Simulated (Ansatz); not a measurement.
# HfRu: a short molecular-dynamics run

What does HfRu do over 40 steps of 1 fs under a Langevin thermostat at 100 K? The cell is a randomly packed cell of 8 atoms, taken as it stands, without a relaxation.

Method: DFT PBE, plane waves, PAW, scalar-relativistic, no spin polarisation, in Ansatz 0.2.0.

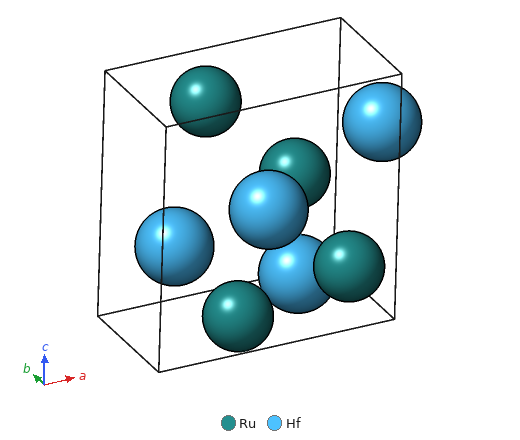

The starting structure, seen slightly off an axis (ruthenium teal, hafnium blue). Each atom of the cell is drawn once.

Coordinates:

```
CELL_PARAMETERS angstrom
5.27056 0.12868 0.09356
-0.78725 4.93482 -0.70661
1.07311 0.34518 5.59056
ATOMIC_POSITIONS crystal
Ru 0.33957 0.08622 0.10665
Ru 0.67764 0.51123 0.51698
Ru 0.82947 0.16678 0.18509
Ru 0.32397 0.64584 0.85678
Hf 0.97551 0.25530 0.72187
Hf 0.43720 0.01230 0.53665
Hf 0.18390 0.55073 0.31809
Hf 0.73888 0.64143 0.06579
```

The structure above is the start of the run; the results belong to its end.

```
                             quantity                          value
                               length               40 steps of 1 fs
     temperature, first and last step                   88 and 540 K
             temperature, second half  mean 482 K, from 330 to 541 K
        potential energy, second half    -57 meV/atom from the start
mean square displacement, second half          Ru 0.005, Hf 0.003 Å²
```

In words: Against a set 100 K the second half averages 482 K, going from 330 to 540 K over that half; the potential energy of that half lies 57 meV/atom under the start, so the atoms have moved to lower-lying arrangements, and the energy set free heats the cell. Over the second half Ru atoms stand 0.1 Å (root mean square) from where they began, and the farthest move is 0.1 Å. Averages from a run of 40 fs with 8 atoms are rough.

Q: Write an input and a launch command for the first run that leads to these results.

A: The one that was run. It is one of several that fit.

input.yaml

```yaml
crystal:
  lattice:
    - [5.270561, 0.128684, 0.093565]
    - [-0.787252, 4.934823, -0.706608]
    - [1.073112, 0.345178, 5.590561]
  atoms:
    - { symbol: Ru, position: [0.339566, 0.086222, 0.106653] }
    - { symbol: Ru, position: [0.677641, 0.511231, 0.516983] }
    - { symbol: Ru, position: [0.829474, 0.166779, 0.185089] }
    - { symbol: Ru, position: [0.323965, 0.645835, 0.856779] }
    - { symbol: Hf, position: [0.975506, 0.255304, 0.721872] }
    - { symbol: Hf, position: [0.437204, 0.012298, 0.536646] }
    - { symbol: Hf, position: [0.183897, 0.550732, 0.31809] }
    - { symbol: Hf, position: [0.738876, 0.641433, 0.065787] }
kpoints:
  mp_grid: { grid: [3, 3, 3] }
magnetization:
  spin_polarized: false
scf:
  occupations: { method: fermi_dirac, width: 0.1 }
hamiltonian:
  pseudopotentials: { kind: paw }
  xc: pbe
basis:
  ecutwfc: 420
md:
  timestep: 1.0
  n_steps: 40
  ensemble: nvt_langevin
  temperature: 100.0
  initial_velocities: maxwell_boltzmann
  seed: 918098
```

The run is started by

```sh
ansatz run input.yaml --threads 2 --pin off --max-ram 2560MiB --backend cpu --events-out ev --progress --plain --runs-dir out
```
